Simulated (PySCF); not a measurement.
ClF⁺, doublet (excess alpha electrons: πy +1). BHandHLYP/def2-TZVPPD with PySCF, UKS. One reference determinant with the occupation held, the lowest that a PBE0 search over spins and occupations found; no spin-orbit coupling. Zero is the separated fragments in their ground configurations, without counterpoise. The fragments are Cl⁺ + F. 2 further points of the run are not drawn. Horizontal lines: vibrational levels from ωe and ωexe, starting at v = 0.

Question: What bond curve does the calculation give?

Answer: re = 1.511 Å, ωe = 1014 cm⁻¹, ωexe = 5.4 cm⁻¹, De = 2.37 eV.
| r (Å) | E (eV) |
| --- | --- |
| 1.314 | −1.00 |
| 1.375 | −1.80 |
| 1.436 | −2.22 |
| 1.482 | −2.35 |
| 1.528 | −2.36 |
| 1.574 | −2.28 |
| 1.635 | −2.08 |
| 1.711 | −1.73 |
| 1.803 | −1.24 |
| 1.925 | −0.50 |

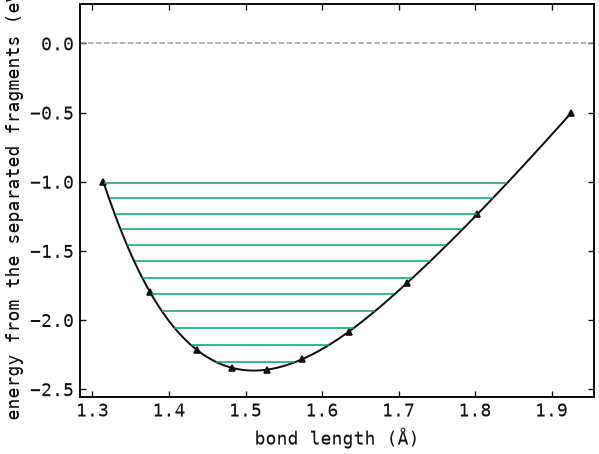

Caveats: lowest determinant of a PBE0 search, another state may lie lower.
